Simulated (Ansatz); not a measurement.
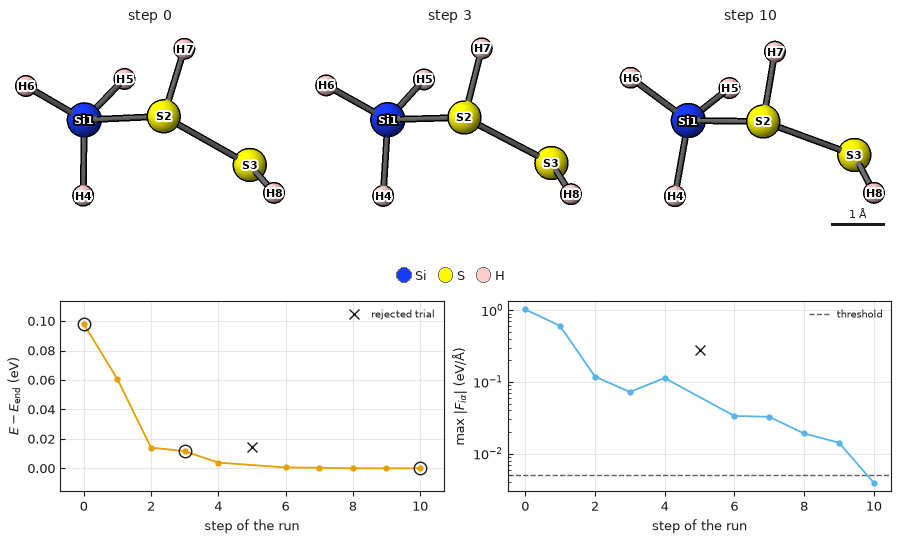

Frames of a relaxation of SiH$_{5}$S$_{2}$ (charge +1), marked on the history of the run. A ball-and-stick model, seen at a tilt.

The calculation used Ansatz 0.2.0, RKS PBE0-D4/def2-TZVP.

Input file:
```yaml
crystal:
  periodic: [false, false, false]
  atoms:
    - {symbol: Si, position_ang: [-1.003890, 1.011850, -0.303140]}
    - {symbol: S, position_ang: [0.805310, -0.117470, 0.754340]}
    - {symbol: S, position_ang: [0.674440, -1.957600, -0.185500]}
    - {symbol: H, position_ang: [-2.062220, 0.093690, 0.092880]}
    - {symbol: H, position_ang: [-0.544210, 0.948380, -1.686470]}
    - {symbol: H, position_ang: [-0.854210, 2.270570, 0.413450]}
    - {symbol: H, position_ang: [1.836900, 0.420050, 0.072250]}
    - {symbol: H, position_ang: [1.147870, -2.669460, 0.842190]}
basis:
  gaussian: {orbitals: def2-TZVP}
total_charge: 1
hamiltonian: {xc: pbe0, dispersion: d4}
relax: {f_tol: 0.005, max_steps: 200}
```

Launched with:
```bash
ansatz run in.yaml --threads 2 --pin off --events-out ev --progress --plain --max-ram 4352MiB
```

**Describe the path.**

After 9 accepted moves (10 points after the start) the energy has fallen by 0.098 eV. Largest force component: 1 eV/Å at the start, 0.0039 eV/Å at the end. The line search rejected the trial step at point 5 of the run. H7 moves most after the best rigid fit: 0.25 Å. Largest moves by element: H 0.25 Å, S 0.22 Å, Si 0.09 Å. Near-neighbour distances that change, for instance: Si1–S2 2.381 → 2.270 Å, Si1–H6 1.456 → 1.475 Å, Si1–H4 1.456 → 1.472 Å, S2–S3 2.070 → 2.056 Å. Bond angles that change, for instance: S2–Si1–H5 99.3° → 103.9°, S2–Si1–H6 96.5° → 100.6°, S2–S3–H8 95.8° → 93.1°. Cost: 28 s on 2 threads of Arm Neoverse V2, with other jobs on the host. From step 0 to 3: Si1 moves most (0.09 Å), energy −0.086 eV. From step 3 to 10: H7 moves most (0.21 Å), energy −0.012 eV.

```csv
step,"E − E(0), eV","largest force component, eV/Å",note
0,0.0000,1.0273,
1,-0.0374,0.6048,
2,-0.0840,0.1189,
3,-0.0864,0.0725,
4,-0.0942,0.1133,
5,-0.0835,0.2808,rejected
6,-0.0975,0.0335,
7,-0.0977,0.0326,
8,-0.0980,0.0191,
9,-0.0981,0.0142,
10,-0.0981,0.0039,
```
